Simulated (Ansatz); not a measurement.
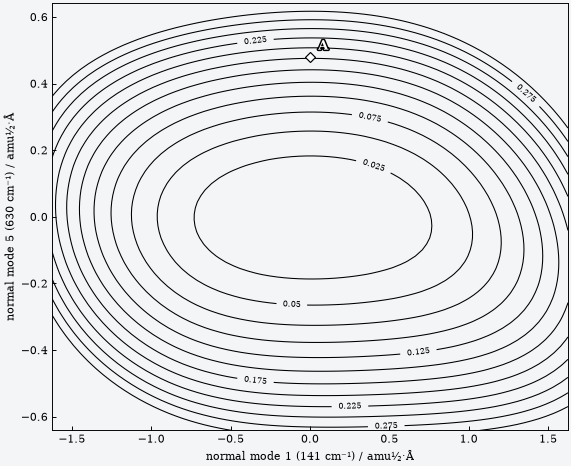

CH₂BBrO, SMILES OC=BBr. The first coordinate is: normal mode 1 (141 cm⁻¹); the second: normal mode 5 (630 cm⁻¹). Nothing is relaxed (straight displacements along the two mass-weighted modes). The scan uses a 9 × 9 grid. Points are written as (first, second). All energies are given in eV relative to the lowest grid point. Theory: RKS BHLYP-D4/def2-TZVP in Ansatz.

Drawn: contour lines labelled in eV (none above 0.3), the point A. Between grid points the surface is interpolated.

Which way does the force act at A, and how strong is it?

Answer. A, at (0.000 amu½·Å, 0.48 amu½·Å), is not a stationary point. The computed force is nearly zero along normal mode 1 (141 cm⁻¹) and 0.77 eV for each amu½·Å towards smaller values of normal mode 5 (630 cm⁻¹).
